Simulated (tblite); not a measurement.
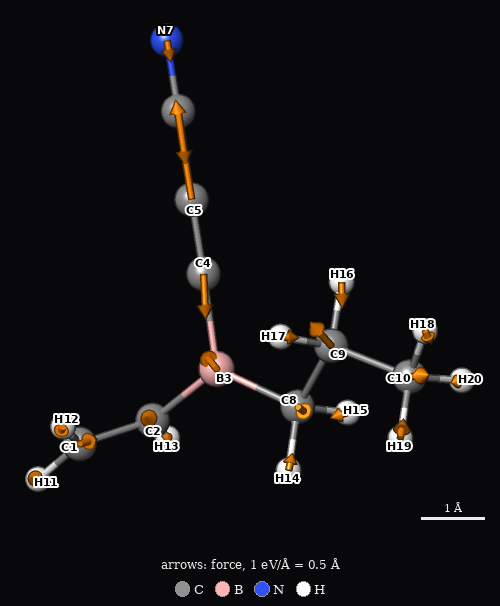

Starting geometry of C$_{8}$H$_{10}$BN with the computed forces as orange arrows. A ball-and-stick model, seen from a free direction.

Level of theory: GFN2-xTB geometry optimisation, gas phase in tblite. 

Q: Is this structure relaxed? If not, where do the atoms go?

A: It isn't relaxed: the largest force vector, on a C atom, is 3.27 eV/Å. The final displacements have little in common with the starting forces (cosine between the two patterns 0.11). After 157 geometry steps the energy has fallen by 12.0 kcal/mol. An H atom moves most after the best rigid fit: 2.04 Å. Largest moves by element: H 2.04 Å, C 0.79 Å, N 0.50 Å, B 0.22 Å. Among the contacts that change: C–C 1.431 → 1.360 Å, B–C 1.537 → 1.506 Å, C–C 1.504 → 1.531 Å, B–C 1.579 → 1.552 Å. Bond angles that change, for instance: B–C–C 108.5° → 116.6°, H–C–H 122.9° → 115.8°, C–C–H 116.5° → 122.7°. Groups turn about B–C by about 75°. The run took 2.9 s on 1 thread of Intel(R) Xeon(R) Processor @ 2.50GHz, with other jobs on the host.
